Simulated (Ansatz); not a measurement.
# SiCF+ (triplet): wave-function methods side by side, cc-pVDZ

How much of the correlation energy of SiCF+ (triplet) does each wave-function method recover here?

Method: cc-pVDZ, core rule «outside noble gas», up to 7 orbitals frozen; program: Ansatz 0.2.0, Gaussian basis.

To be run: UHF; CCSD(T) on ROHF; CCSD(T) on UHF; BCCD(T) on ROHF; CISD; CCSDT(Q) on ROHF; CCSDT(Q) on UHF.

23 further runs of the same task are left out: 4 for a known fault of the program, 6 that didn't finish, 13 set aside as unsound or not needed.

### Step 1. The system

The geometry is a PBE0/def2-TZVP stationary point (not a proven minimum) of the parent state, kept for this charge and spin.

3 atoms, charge 1, spin multiplicity 3.

Atoms are counted from 1 here; the program's logs count them from 0.

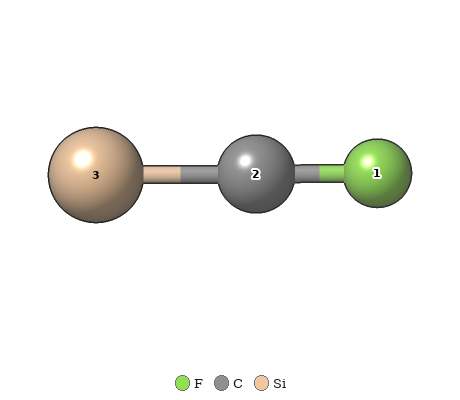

The structure; fluorine green, carbon grey, silicon light orange; atoms are numbered from 1 in the order of the file.

Geometry (Å):

```
F     0.00000    0.00000   -1.41304
C     0.00000    0.00000   -0.13683
Si    0.00000    0.00000    1.54988
```

In the tables R marks a restricted open-shell determinant and U an unrestricted one; energies count from the table's Hartree-Fock row.

### Step 2. UHF

in.yaml

```yaml
crystal:
  periodic: [false, false, false]
  atoms:
    - {symbol: F, position_ang: [0.000000, 0.000000, -1.413044]}
    - {symbol: C, position_ang: [0.000000, 0.000000, -0.136834]}
    - {symbol: Si, position_ang: [0.000000, 0.000000, 1.549877]}
basis:
  gaussian: {orbitals: cc-pVDZ}
total_charge: 1
magnetization: {spin_polarized: true, initial_magnetization: 2}
hamiltonian: {xc: hf}
output: {orbitals: {seedname: orbitals}}
```

Command:

```bash
$ ansatz run in.yaml --threads 1 --pin off --events-out ev --progress --plain --max-ram 2393MiB
```

Output:

```text
Functional definition: HF
  name "HF"
  cite "Fock, Z. Phys. 61, 126 (1930) doi:10.1007/BF01340294"
  parent pbe
  exchange = exact_x
  correlation = 0
445 factors; integrals over basis functions are off by at most 9.3e-4 eV
mean field evaluation 1: about -11582.5408 eV, gradient 3.2e1 eV
mean field evaluation 2: about -11582.5455 eV, gradient 3.2e1 eV
mean field evaluation 4: about -11587.0936 eV, gradient 3.1e0 eV
mean field evaluation 8: about -11587.2151 eV, gradient 2.5e-1 eV
mean field evaluation 16: about -11586.9029 eV, gradient 1.7e0 eV
mean field evaluation 32: about -11584.3988 eV, gradient 1.3e0 eV
mean field -11587.21633355 eV, -425.8223461605 hartree, gradient 2.1e-5 eV, S^2 2.025050; 0 other end points of the search recorded, 0 dependent functions left out
reference -11587.21633355 eV, -425.8223461605 hartree; 15, 13 occupied and 31, 33 virtual orbitals, 445 factors
Total energy: -11587.21633355 eV, -425.8223461605 hartree
```

Run time: 0.42 s. Hardware: 1 thread of Arm Neoverse V2, shared host.

From the report: ⟨S²⟩ of the determinant 2.025 (pure triplet: 2.00).

### Step 3. CCSD(T) on ROHF

in.yaml, as its differences from that of step 2:

```diff
@@ -9,4 +9,3 @@
 total_charge: 1
-magnetization: {spin_polarized: true, initial_magnetization: 2}
-hamiltonian: {xc: hf}
-output: {orbitals: {seedname: orbitals}}
+magnetization: {spin_polarized: false, initial_magnetization: 2}
+correlation: {method: ccsd_t, electrons: outside_noble_gas}
```

Same command.

Output:

```text
Functional definition: HF
  name "HF"
  cite "Fock, Z. Phys. 61, 126 (1930) doi:10.1007/BF01340294"
  parent pbe
  exchange = exact_x
  correlation = 0
445 factors; integrals over basis functions are off by at most 9.3e-4 eV
mean field evaluation 1: about -11582.3845 eV, gradient 4.5e1 eV
mean field evaluation 2: about -11582.3890 eV, gradient 4.5e1 eV
mean field evaluation 4: about -11586.8970 eV, gradient 5.2e0 eV
mean field evaluation 8: about -11587.0435 eV, gradient 1.9e-1 eV
mean field evaluation 16: about -11587.0070 eV, gradient 2.5e0 eV
mean field evaluation 32: about -11584.4218 eV, gradient 1.3e0 eV
mean field evaluation 64: about -11584.3456 eV, gradient 1.2e-1 eV
mean field evaluation 96: about -11584.3429 eV, gradient 2.4e-1 eV
mean field evaluation 128: about -11579.5262 eV, gradient 5.4e-1 eV
mean field evaluation 160: about -11584.3470 eV, gradient 2.4e-3 eV
mean field -11587.04373194 eV, -425.8160031684 hartree, gradient 2.7e-6 eV, S^2 2.000000; 5 other end points of the search recorded, 0 dependent functions left out
mean field evaluation 192: about -11585.3336 eV, gradient 2.4e1 eV
determinant -11587.04373194 eV, -425.8160031684 hartree, with singles and doubles -11596.99334915 eV, -426.1816448567 hartree
determinant -11584.34701952 eV, -425.7169008150 hartree, with singles and doubles -11594.72389919 eV, -426.0982441092 hartree
7 core orbitals not correlated: weight in the atoms' cores, before any rotation towards them, 1.000 or more for the frozen orbitals, at most 0.000 for the correlated occupied ones
reference -11587.04373194 eV, -425.8160031684 hartree; 8, 6 occupied and 31, 33 virtual orbitals, 445 factors
second order -9.08818193 eV of doubles, -0.08816768 eV of singles
cycle   1  -9.95027047 eV  change   -6.5e-4 eV  update   1.4e-3
cycle   2  -9.95088695 eV  change   -6.2e-4 eV  update   8.1e-4
cycle   3  -9.95076886 eV  change    1.2e-4 eV  update   4.9e-4
cycle   4  -9.95093649 eV  change   -1.7e-4 eV  update   1.3e-4
cycle   5  -9.95120668 eV  change   -2.7e-4 eV  update   5.0e-5
cycle   6  -9.95126041 eV  change   -5.4e-5 eV  update   1.3e-5
cycle   7  -9.95127064 eV  change   -1.0e-5 eV  update   2.9e-6
perturbative correction -0.30673821 eV, -0.0112724212 hartree
Total energy: -11597.30174079 eV, -426.1929780405 hartree
```

Run time: 2.3 s. Hardware: 1 thread of Arm Neoverse V2, shared host.

From the report: correlation -10.2580 eV; T1 0.030; largest double amplitude 0.07.

### Step 4. CCSD(T) on UHF

in.yaml, as its differences from that of step 3:

```diff
@@ -9,3 +9,3 @@
 total_charge: 1
-magnetization: {spin_polarized: false, initial_magnetization: 2}
+magnetization: {spin_polarized: true, initial_magnetization: 2}
 correlation: {method: ccsd_t, electrons: outside_noble_gas}
```

Launched as before.

Output:

```text
Functional definition: HF
  name "HF"
  cite "Fock, Z. Phys. 61, 126 (1930) doi:10.1007/BF01340294"
  parent pbe
  exchange = exact_x
  correlation = 0
445 factors; integrals over basis functions are off by at most 9.3e-4 eV
mean field evaluation 1: about -11582.5408 eV, gradient 3.2e1 eV
mean field evaluation 2: about -11582.5455 eV, gradient 3.2e1 eV
mean field evaluation 4: about -11587.0936 eV, gradient 3.1e0 eV
mean field evaluation 8: about -11587.2151 eV, gradient 2.5e-1 eV
mean field evaluation 16: about -11587.1832 eV, gradient 1.3e0 eV
mean field evaluation 32: about -11584.8384 eV, gradient 3.3e-1 eV
mean field evaluation 64: about -11584.3042 eV, gradient 1.9e-1 eV
mean field evaluation 96: about -11584.3149 eV, gradient 2.2e-1 eV
mean field -11587.21633355 eV, -425.8223461605 hartree, gradient 1.7e-6 eV, S^2 2.025050; 4 other end points of the search recorded, 0 dependent functions left out
determinant -11587.21633355 eV, -425.8223461605 hartree, with singles and doubles -11596.99664158 eV, -426.1817658513 hartree
determinant -11584.84394148 eV, -425.7351623602 hartree, with singles and doubles -11594.67861445 eV, -426.0965799257 hartree
7 core orbitals not correlated: weight in the atoms' cores, before any rotation towards them, 1.000 or more for the frozen orbitals, at most 0.000 for the correlated occupied ones
reference -11587.21633355 eV, -425.8223461605 hartree; 8, 6 occupied and 31, 33 virtual orbitals, 445 factors
second order -8.98615921 eV of doubles, -0.00000000 eV of singles
cycle   1  -9.78118354 eV  change   -8.8e-4 eV  update   1.4e-3
cycle   2  -9.78168560 eV  change   -5.0e-4 eV  update   8.1e-4
cycle   3  -9.78166435 eV  change    2.1e-5 eV  update   4.9e-4
cycle   4  -9.78182400 eV  change   -1.6e-4 eV  update   1.4e-4
cycle   5  -9.78213468 eV  change   -3.1e-4 eV  update   5.3e-5
cycle   6  -9.78219814 eV  change   -6.3e-5 eV  update   1.4e-5
cycle   7  -9.78221070 eV  change   -1.3e-5 eV  update   3.5e-6
perturbative correction -0.30238144 eV, -0.0111123130 hartree
Total energy: -11597.30092569 eV, -426.1929480861 hartree
```

Run time: 2.5 s. Hardware: 1 thread of Arm Neoverse V2, shared host.

From the report: ⟨S²⟩ of the determinant 2.025 (pure triplet: 2.00); correlation -10.0846 eV; T1 0.028; largest double amplitude 0.07.

### Step 5. BCCD(T) on ROHF

in.yaml, as its differences from that of step 4:

```diff
@@ -9,3 +9,3 @@
 total_charge: 1
-magnetization: {spin_polarized: true, initial_magnetization: 2}
-correlation: {method: ccsd_t, electrons: outside_noble_gas}
+magnetization: {spin_polarized: false, initial_magnetization: 2}
+correlation: {method: bccd_t, electrons: outside_noble_gas}
```

The command is unchanged.

Output:

```text
Functional definition: HF
  name "HF"
  cite "Fock, Z. Phys. 61, 126 (1930) doi:10.1007/BF01340294"
  parent pbe
  exchange = exact_x
  correlation = 0
445 factors; integrals over basis functions are off by at most 9.3e-4 eV
mean field evaluation 1: about -11582.3845 eV, gradient 4.5e1 eV
mean field evaluation 2: about -11582.3890 eV, gradient 4.5e1 eV
mean field evaluation 4: about -11586.8970 eV, gradient 5.2e0 eV
mean field evaluation 8: about -11587.0435 eV, gradient 1.9e-1 eV
mean field evaluation 16: about -11587.0070 eV, gradient 2.5e0 eV
mean field evaluation 32: about -11584.4218 eV, gradient 1.3e0 eV
mean field evaluation 64: about -11584.3456 eV, gradient 1.2e-1 eV
mean field evaluation 96: about -11584.3429 eV, gradient 2.4e-1 eV
mean field evaluation 128: about -11579.5262 eV, gradient 5.4e-1 eV
mean field evaluation 160: about -11584.3470 eV, gradient 2.4e-3 eV
mean field -11587.04373194 eV, -425.8160031684 hartree, gradient 2.7e-6 eV, S^2 2.000000; 5 other end points of the search recorded, 0 dependent functions left out
mean field evaluation 192: about -11585.3336 eV, gradient 2.4e1 eV
determinant -11587.04373194 eV, -425.8160031684 hartree, with singles and doubles -11596.99334915 eV, -426.1816448567 hartree
determinant -11584.34701952 eV, -425.7169008150 hartree, with singles and doubles -11594.72389919 eV, -426.0982441092 hartree
7 core orbitals not correlated: weight in the atoms' cores, before any rotation towards them, 1.000 or more for the frozen orbitals, at most 0.000 for the correlated occupied ones
reference -11587.04373194 eV, -425.8160031684 hartree; 8, 6 occupied and 31, 33 virtual orbitals, 445 factors
second order -9.08818193 eV of doubles, -0.08816768 eV of singles
cycle   1  -9.90327064 eV  change    4.6e-2 eV  update   1.8e-2
cycle   2  -9.90453925 eV  change   -1.3e-3 eV  update   5.8e-3
cycle   3  -9.90688994 eV  change   -2.4e-3 eV  update   2.1e-3
cycle   4  -9.90380343 eV  change    3.1e-3 eV  update   7.5e-4
cycle   5  -9.90377234 eV  change    3.1e-5 eV  update   3.2e-4
cycle   6  -9.90392349 eV  change   -1.5e-4 eV  update   1.5e-4
cycle   7  -9.90386364 eV  change    6.0e-5 eV  update   6.2e-5
cycle   8  -9.90382276 eV  change    4.1e-5 eV  update   2.3e-5
cycle   9  -9.90381447 eV  change    8.3e-6 eV  update   7.8e-6
perturbative correction -0.36115690 eV, -0.0132722714 hartree
Total energy: -11597.30870331 eV, -426.1932339085 hartree
```

Run time: 2.5 s. Hardware: 1 thread of Arm Neoverse V2, shared host.

From the report: correlation -10.2650 eV; largest double amplitude 0.07.

### Step 6. CISD

in.yaml, as its differences from that of step 5:

```diff
@@ -10,2 +10,2 @@
 magnetization: {spin_polarized: false, initial_magnetization: 2}
-correlation: {method: bccd_t, electrons: outside_noble_gas}
+correlation: {active_space: {ras: {orbitals: [6, 2, 31], electrons: 14, max_holes: 2, max_particles: 2}, fixed_orbitals: true}}
```

Launched as before.

Output:

```text
Functional definition: HF
  name "HF"
  cite "Fock, Z. Phys. 61, 126 (1930) doi:10.1007/BF01340294"
  parent pbe
  exchange = exact_x
  correlation = 0
445 factors; integrals over basis functions are off by at most 9.3e-4 eV
mean field evaluation 1: about -11582.3845 eV, gradient 4.5e1 eV
mean field evaluation 2: about -11582.3890 eV, gradient 4.5e1 eV
mean field evaluation 4: about -11586.8970 eV, gradient 5.2e0 eV
mean field evaluation 8: about -11587.0435 eV, gradient 1.9e-1 eV
mean field evaluation 16: about -11584.3410 eV, gradient 3.8e-1 eV
mean field evaluation 32: about -11584.3410 eV, gradient 3.8e-1 eV
mean field -11587.04373194 eV, -425.8160031684 hartree, gradient 2.7e-6 eV, S^2 2.000000; 5 other end points of the search recorded, 0 dependent functions left out
reference -11587.04373194 eV, -425.8160031684 hartree; 15, 13 occupied and 31, 33 virtual orbitals, 445 factors
state -11596.07721136 eV, -426.1479774139 hartree
Total energy: -11596.07721136 eV, -426.1479774139 hartree
```

Run time: 6.5 s. Hardware: 1 thread of Arm Neoverse V2, shared host.

From the report: 76,354 determinants.

### Step 7. CCSDT(Q) on ROHF

in.yaml, as its differences from that of step 6:

```diff
@@ -10,2 +10,2 @@
 magnetization: {spin_polarized: false, initial_magnetization: 2}
-correlation: {active_space: {ras: {orbitals: [6, 2, 31], electrons: 14, max_holes: 2, max_particles: 2}, fixed_orbitals: true}}
+correlation: {method: ccsdt_q, electrons: outside_noble_gas}
```

Launched as before.

Output:

```text
Functional definition: HF
  name "HF"
  cite "Fock, Z. Phys. 61, 126 (1930) doi:10.1007/BF01340294"
  parent pbe
  exchange = exact_x
  correlation = 0
812 factors; integrals over basis functions are off by at most 1.5e-7 eV
mean field evaluation 1: about -11582.3842 eV, gradient 4.5e1 eV
mean field evaluation 2: about -11582.3890 eV, gradient 4.5e1 eV
mean field evaluation 4: about -11586.8971 eV, gradient 5.2e0 eV
mean field evaluation 8: about -11587.0436 eV, gradient 1.9e-1 eV
mean field evaluation 16: about -11587.0067 eV, gradient 2.5e0 eV
mean field evaluation 32: about -11584.4219 eV, gradient 1.3e0 eV
mean field evaluation 64: about -11584.3436 eV, gradient 2.6e-1 eV
mean field evaluation 96: about -11584.3417 eV, gradient 3.9e-1 eV
mean field evaluation 128: about -11579.5286 eV, gradient 7.0e-1 eV
mean field evaluation 160: about -11584.3471 eV, gradient 2.8e-2 eV
mean field -11587.04383029 eV, -425.8160067827 hartree, gradient 2.7e-6 eV, S^2 2.000000; 5 other end points of the search recorded, 0 dependent functions left out
mean field evaluation 192: about -11582.5405 eV, gradient 3.2e1 eV
mean field evaluation 224: about -11584.7236 eV, gradient 1.8e0 eV
determinant -11587.04383029 eV, -425.8160067827 hartree, with singles and doubles -11596.99345727 eV, -426.1816488302 hartree
determinant -11584.34711804 eV, -425.7169044354 hartree, with singles and doubles -11594.72399857 eV, -426.0982477612 hartree
7 core orbitals not correlated: weight in the atoms' cores, before any rotation towards them, 1.000 or more for the frozen orbitals, at most 0.000 for the correlated occupied ones
reference -11587.04383029 eV, -425.8160067827 hartree; 8, 6 occupied and 31, 33 virtual orbitals, 812 factors
second order -9.08820234 eV of doubles, -0.08816750 eV of singles
cycle   1  -9.47405658 eV  change   -2.9e-1 eV  update   1.2e-1
cycle   2  -9.95171188 eV  change   -4.8e-1 eV  update   6.2e-2
cycle   3  -10.29985106 eV  change   -3.5e-1 eV  update   3.8e-2
cycle   4  -10.30326616 eV  change   -3.4e-3 eV  update   1.5e-2
cycle   5  -10.28634525 eV  change    1.7e-2 eV  update   9.3e-3
cycle   6  -10.29453826 eV  change   -8.2e-3 eV  update   3.9e-3
cycle   7  -10.29904017 eV  change   -4.5e-3 eV  update   1.8e-3
cycle   8  -10.29900257 eV  change    3.8e-5 eV  update   9.0e-4
cycle   9  -10.29838028 eV  change    6.2e-4 eV  update   3.5e-4
cycle  10  -10.29863594 eV  change   -2.6e-4 eV  update   1.7e-4
cycle  11  -10.29850255 eV  change    1.3e-4 eV  update   8.7e-5
cycle  12  -10.29850454 eV  change   -2.0e-6 eV  update   4.9e-5
cycle  13  -10.29853080 eV  change   -2.6e-5 eV  update   2.1e-5
cycle  14  -10.29852857 eV  change    2.2e-6 eV  update   1.3e-5
cycle  15  -10.29851801 eV  change    1.1e-5 eV  update   9.7e-6
cycle  16  -10.29851496 eV  change    3.0e-6 eV  update   3.5e-6
cycle  17  -10.29851487 eV  change    8.9e-8 eV  update   2.0e-6
cycle  18  -10.29851423 eV  change    6.4e-7 eV  update   1.1e-6
perturbative correction -0.01827197 eV, -0.0006714825 hartree
Total energy: -11597.36061649 eV, -426.1951416828 hartree
```

Run time: 37 s. Hardware: 1 thread of Arm Neoverse V2, shared host; peak memory 0.63 GiB.

From the report: correlation -10.3168 eV; T1 0.030; largest double amplitude 0.08.

### Step 8. CCSDT(Q) on UHF

in.yaml, as its differences from that of step 7:

```diff
@@ -9,3 +9,3 @@
 total_charge: 1
-magnetization: {spin_polarized: false, initial_magnetization: 2}
+magnetization: {spin_polarized: true, initial_magnetization: 2}
 correlation: {method: ccsdt_q, electrons: outside_noble_gas}
```

The command is unchanged.

Output:

```text
Functional definition: HF
  name "HF"
  cite "Fock, Z. Phys. 61, 126 (1930) doi:10.1007/BF01340294"
  parent pbe
  exchange = exact_x
  correlation = 0
812 factors; integrals over basis functions are off by at most 1.5e-7 eV
mean field evaluation 1: about -11582.5405 eV, gradient 3.2e1 eV
mean field evaluation 2: about -11582.5455 eV, gradient 3.2e1 eV
mean field evaluation 4: about -11587.0937 eV, gradient 3.1e0 eV
mean field evaluation 8: about -11587.2152 eV, gradient 2.5e-1 eV
mean field evaluation 16: about -11587.1830 eV, gradient 1.3e0 eV
mean field evaluation 32: about -11584.8385 eV, gradient 3.3e-1 eV
mean field evaluation 64: about -11584.3043 eV, gradient 1.9e-1 eV
mean field evaluation 96: about -11584.3128 eV, gradient 2.2e-1 eV
mean field -11587.21643179 eV, -425.8223497710 hartree, gradient 1.8e-6 eV, S^2 2.025050; 4 other end points of the search recorded, 0 dependent functions left out
determinant -11587.21643179 eV, -425.8223497710 hartree, with singles and doubles -11596.99675011 eV, -426.1817698398 hartree
determinant -11584.84404542 eV, -425.7351661799 hartree, with singles and doubles -11594.67871383 eV, -426.0965835777 hartree
7 core orbitals not correlated: weight in the atoms' cores, before any rotation towards them, 1.000 or more for the frozen orbitals, at most 0.000 for the correlated occupied ones
reference -11587.21643179 eV, -425.8223497710 hartree; 8, 6 occupied and 31, 33 virtual orbitals, 812 factors
second order -8.98617866 eV of doubles, -0.00000000 eV of singles
cycle   1  -9.28759550 eV  change   -3.0e-1 eV  update   1.2e-1
cycle   2  -9.75950376 eV  change   -4.7e-1 eV  update   6.3e-2
cycle   3  -10.12237420 eV  change   -3.6e-1 eV  update   4.0e-2
cycle   4  -10.13196701 eV  change   -9.6e-3 eV  update   1.6e-2
cycle   5  -10.11441952 eV  change    1.8e-2 eV  update   9.8e-3
cycle   6  -10.12234758 eV  change   -7.9e-3 eV  update   4.2e-3
cycle   7  -10.12709716 eV  change   -4.7e-3 eV  update   1.9e-3
cycle   8  -10.12711936 eV  change   -2.2e-5 eV  update   9.7e-4
cycle   9  -10.12639813 eV  change    7.2e-4 eV  update   3.9e-4
cycle  10  -10.12672826 eV  change   -3.3e-4 eV  update   2.1e-4
cycle  11  -10.12653454 eV  change    1.9e-4 eV  update   1.1e-4
cycle  12  -10.12655343 eV  change   -1.9e-5 eV  update   6.5e-5
cycle  13  -10.12659108 eV  change   -3.8e-5 eV  update   2.9e-5
cycle  14  -10.12659257 eV  change   -1.5e-6 eV  update   1.7e-5
cycle  15  -10.12657855 eV  change    1.4e-5 eV  update   1.3e-5
cycle  16  -10.12657412 eV  change    4.4e-6 eV  update   4.6e-6
cycle  17  -10.12657303 eV  change    1.1e-6 eV  update   2.6e-6
cycle  18  -10.12657157 eV  change    1.5e-6 eV  update   1.4e-6
perturbative correction -0.02599658 eV, -0.0009553568 hartree
Total energy: -11597.36899995 eV, -426.1954497690 hartree
```

It took 32 s on 1 thread of Arm Neoverse V2, shared host; peak memory 0.48 GiB.

From the report: ⟨S²⟩ of the determinant 2.025 (pure triplet: 2.00); correlation -10.1526 eV; T1 0.029; largest double amplitude 0.08.

### Step 9. All levels against the top one

The yardstick is UCCSDT(Q), where the cluster series has nearly closed. Rows without a time come out of other runs: HF, MP2 and CCSD of CCSD(T), CCSDT of CCSDT(Q).

Differences are taken before rounding.

```
   method  energy from the lowest RHF (meV)  from UCCSDT(Q) (meV)   time
      RHF                               0.0              +10325.3       
      UHF                            -172.6              +10152.7       
     RMP2                           -9176.3               +1148.9       
     UMP2                           -9158.8               +1166.5       
     CISD                           -9033.5               +1291.8  6.5 s
    RCCSD                           -9951.3                +374.0       
    UCCSD                           -9954.8                +370.5       
 RCCSD(T)                          -10258.0                 +67.3  2.3 s
 UCCSD(T)                          -10257.2                 +68.1  2.5 s
  BCCD(T)                          -10265.0                 +60.3  2.5 s
   RCCSDT                          -10298.6                 +26.7       
   UCCSDT                          -10299.3                 +26.0       
RCCSDT(Q)                          -10316.9                  +8.4   37 s
UCCSDT(Q)                          -10325.3                     0   32 s
```

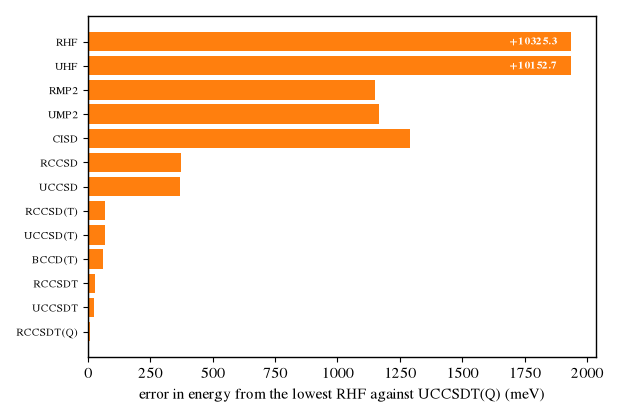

How far each level lands from UCCSDT(Q). Bars with a number in them are cut short.

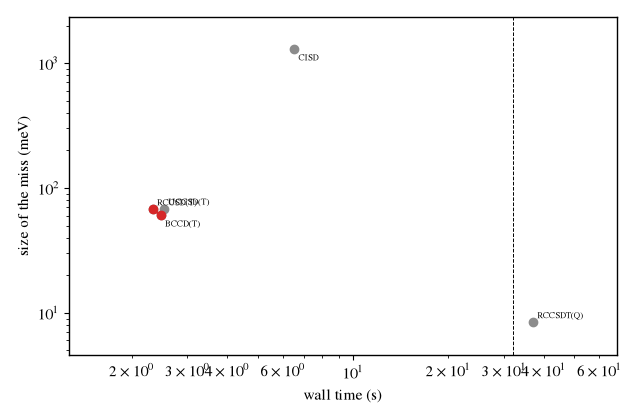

Accuracy for the time spent; red marks the levels that beat every quicker one drawn (of those quicker than the yardstick), and the dashed line is the time of UCCSDT(Q). Times are from a shared host.

### Step 10. What came out

```
                         quantity                      value
   UCCSDT(Q) below the RHF energy                -10.3253 eV
              RMP2 from UCCSDT(Q)                +1148.9 meV
              UMP2 from UCCSDT(Q)                +1166.5 meV
             RCCSD from UCCSDT(Q)                 +374.0 meV
          RCCSD(T) from UCCSDT(Q)                  +67.3 meV
          UCCSD(T) from UCCSDT(Q)                  +68.1 meV
         RCCSDT(Q) from UCCSDT(Q)                   +8.4 meV
levels within 1 kcal/mol (43 meV)  RCCSDT, UCCSDT, RCCSDT(Q)
                    T1 diagnostic                      0.030
```

What this shows: RCCSD(T) lands +67.3 meV from the yardstick (0.7 % of the correlation energy). These misses are within one basis, not against nature; the frozen cores of restricted and unrestricted runs differ, which can shift their rows.

For cost: BCCD(T) gets within 60.3 meV in 2.5 s, where UCCSDT(Q) took 32 s; the quickest level in the cost chart, RCCSD(T), takes 2.3 s and misses by 67.3 meV.
